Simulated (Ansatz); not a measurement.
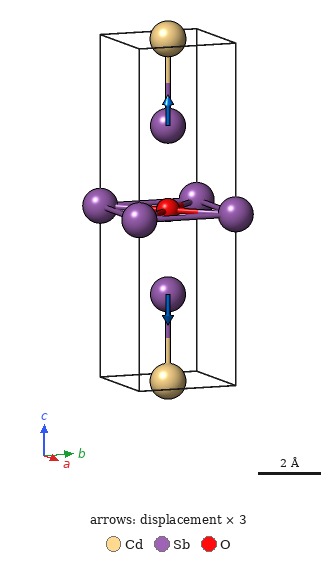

This is a relaxation of crystalline CdSb3O (a generated structure, set up in P4/mmm) (coarse preliminary run). The starting structure is drawn; blue arrows show the displacements (the part carried along by the change of the cell is left out), 3 times their true length.

A ball-and-stick model of the cell of the calculation, seen slightly off an axis.

The calculation used DFT PBE, scalar-relativistic, plane waves, PAW (Ansatz). (plane-wave cutoff 420 eV; k-point mesh 6 × 6 × 2; occupations gaussian; smearing width 0.1 eV; no spin polarisation; cell and atoms relaxed; force threshold 0.04 eV/Å; at most 70 steps)

Atoms of which element are displaced furthest, and by how much?

Antimony: up to 0.34 Å, against 0.00 Å for cadmium.

What happened in the run?

The largest moves relative to the cell, 0.34 Å, are those of Sb atoms. Cd and O stay in place. Cell: a = b 3.356 → 3.254 Å (−3.0 %), c 11.174 → 12.460 Å (+11.5 %). Volume +4.8 %. Among the contacts that change: Sb–Sb 3.356 → 3.254 Å, O–Sb 2.373 → 2.301 Å, Cd–Sb 2.836 → 2.818 Å. The space group stays P4/mmm (No. 123). Over 5 accepted moves (7 points after the start) the energy falls by 56.4 meV per atom. The largest force component goes from 0.33 to 0.0011 eV/Å. The pressure goes from 0.06 to 0.02 GPa. The SCF was repeated twice at an unchanged geometry on a basis and grid sized afresh for the cell, which shifted the energy by 3.6 meV per atom at most. Cost: 35 s on 1 thread of Intel(R) Xeon(R) 6975P-C (Granite Rapids), with other jobs on the host, peak memory 0.5 GiB.
